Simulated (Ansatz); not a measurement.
AlBFH₄NO (SMILES OB(F)[NH][AlH2])

```xyz
9

O     1.5445    1.1029   -1.2802
B     0.4302    0.7711   -0.5685
F    -0.5695    1.6683   -0.4772
N     0.3032   -0.4840    0.0699
Al   -1.0477   -1.1405    1.0493
H     1.4915    1.9841   -1.6571
H     1.1119   -1.0759   -0.0654
H    -0.8381   -2.6041    1.6141
H    -2.3374   -0.2680    1.2979
```

Geometry: PBE0-D4/def2-TZVP.

Method: Ansatz, RKS PBE0-D4/def2-TZVPP.

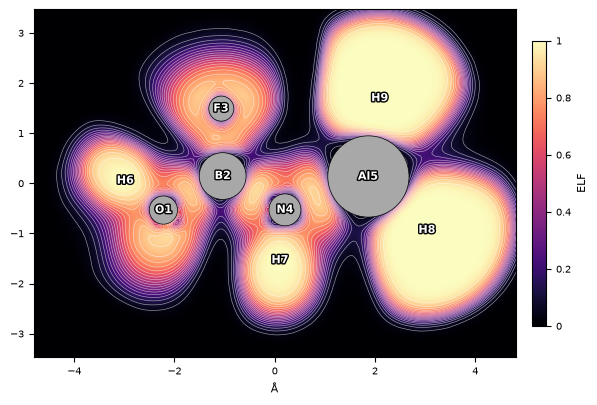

Figure 1. ELF on the molecular plane. Grey discs cover the atomic cores.

Question: Describe what can be read from this map.

Answer: The plane passes through O, B, F, N, Al and H nuclei. B–F (1.35 Å): the ELF peaks at about 0.85 between the atoms: a shared but strongly polarised pair. B–O (1.36 Å): the ELF peaks at about 0.90 between the atoms, as expected for a short, strongly polar bond. B–N (1.41 Å): the ELF peaks at about 0.95 between the atoms (a polar covalent bond). Al–N (1.79 Å): the ELF peaks at about 0.90 in the valence shell of N, 0.7 Å from its nucleus, and is about 0.70 at the midpoint. O–H (0.96 Å): the ELF climbs to about 1 towards the hydrogen, as it does in any bond to H; a covalent bond by its length. The ELF also peaks beside O1 and F3, away from the bonds: lone-pair regions.

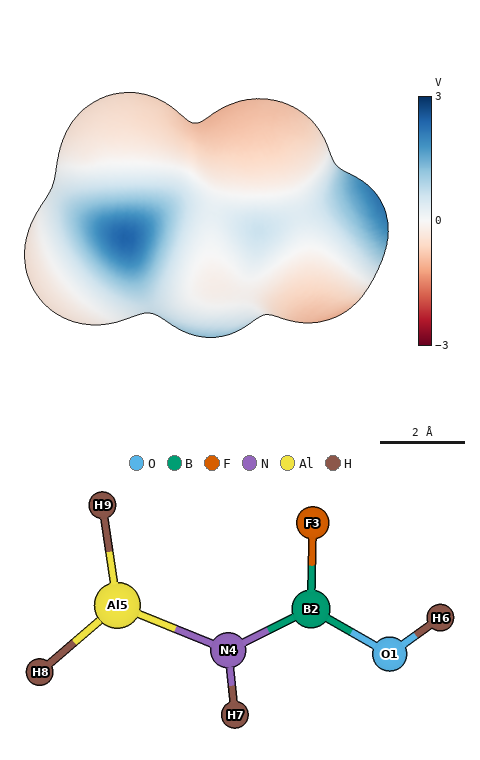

Figure 2. The electrostatic potential painted on the density surface at 0.001 e/bohr³, seen at a tilt; red is negative and blue positive. The bare structure is drawn below in the same view.

Question: Which sites attract a positive test charge, and which a negative one?

Answer: A positive charge is drawn to the negative regions and a negative charge to the positive ones. The most negative region (about −1.0 V) lies over O1 and F3, the most positive (about +2.3 V) over Al5.

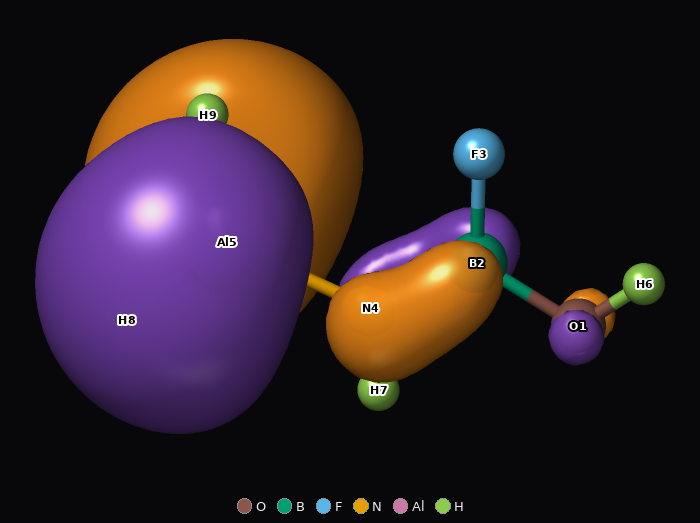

Figure 3. The LUMO at ±0.08 Å⁻³ᐟ² (orange and purple are the two phases), seen at a tilt.

Question: Describe this orbital and give its energy.

Answer: Its weight (Hirshfeld) is mainly on Al5 (about 75 %) and H8 (about 5 %); it changes sign across the molecular plane (π type). Its energy is −1.09 eV.

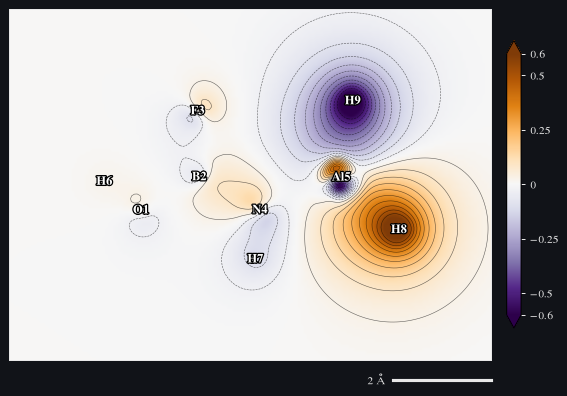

Figure 4. The HOMO−1 on the molecular plane (values in Å⁻³ᐟ²; the overall sign is arbitrary).

Question: Describe this orbital and give its energy.

Answer: Its weight (Hirshfeld) is mainly on Al5 (about 35 %), H8 (about 30 %) and H9 (about 30 %); it is symmetric in the molecular plane (an in-plane orbital: σ, lone-pair or in-plane π type). Its energy is −8.53 eV.
